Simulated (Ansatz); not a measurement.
The calculation's input:

```
crystal:
  lattice:
    - [5.9574011945, 0.0, 0.0]
    - [0.0, 5.9574011945, 0.0]
    - [0.0, 0.0, 5.9574011945]
  atoms:
    - { symbol: Sm, position: [0.0, 0.0, 0.0] }
    - { symbol: Mg, position: [0.0, 0.0, 0.5] }
    - { symbol: Mg, position: [0.5, 0.0, 0.0] }
    - { symbol: Mg, position: [0.0, 0.5, 0.0] }
    - { symbol: Al, position: [0.5, 0.5, 0.5] }
basis:
  ecutwfc: 690
kpoints:
  mp_grid: { grid: [6, 6, 6] }
hamiltonian:
  xc: pbe
  pseudopotentials:
    kind: paw
    azcp: { Sm: "pseudopotentials/pbe/nc/lanthanide_3plus/Sm.nc.azcp" }
scf:
  occupations: { method: gaussian, width: 0.1 }
output:
  forces: true
  stress: true
  eigenvalues: true
  write_density: true
  write_potential: true
  elf: true
  volumetric_format: npy
relax:
  adjacent_minimum: "off"
  f_tol: 0.01
  max_steps: 80
  cell: { stress_tol: 0.05 }
```

Launched as:

```sh
ansatz run input.yaml --threads 1 --pin off --max-ram 2560MiB --backend cpu --events-out ev --progress --plain --runs-dir out
```

Below, planes, directions and counts refer to the conventional cell (a = 5.96 Å, b = 5.96 Å, c = 5.96 Å, α = 90.00°, β = 90.00°, γ = 90.00°).

Space group Pm-3m; a structure generated by program, which may or may not match a known phase; computed without spin polarisation; no Hubbard U on the f states and no spin–orbit coupling.

All numbers below come from Ansatz 0.2.0, DFT PBE, scalar-relativistic, plane waves, PAW; 4f electrons in the core of a trivalent norm-conserving potential.

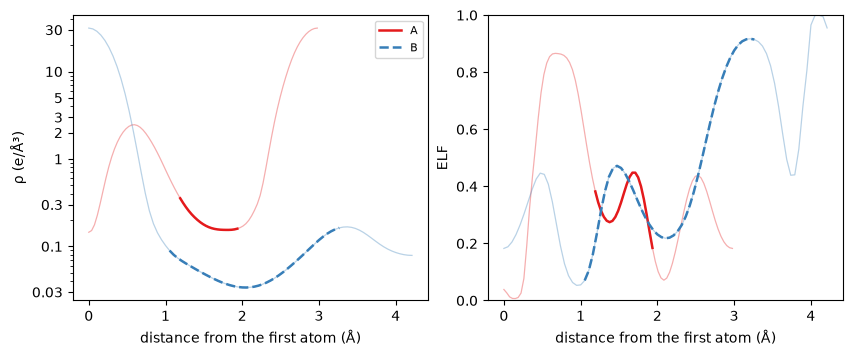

SmMg3Al. Valence pseudo-density and electron localisation function along straight lines between neighbouring atoms. Thin, pale parts lie inside the atomic spheres.

In a pseudopotential calculation such maps are meaningful between the atoms, not at the nuclei.

Question: Which curve belongs to which contact (Mg–Al and Sm–Mg)? The first atom named is at distance zero.

Answer: Curve A: Sm–Mg (2.98 Å): ρ is about 0.18 e/Å³ halfway, with its minimum of 0.15 e/Å³ about 1.8 Å from Sm; the ELF is about 0.30 at the midpoint. Curve B: Mg–Al (4.21 Å): ρ is about 0.03 e/Å³ halfway; the ELF is about 0.20 at the midpoint (no shared electron pair shows on this line).
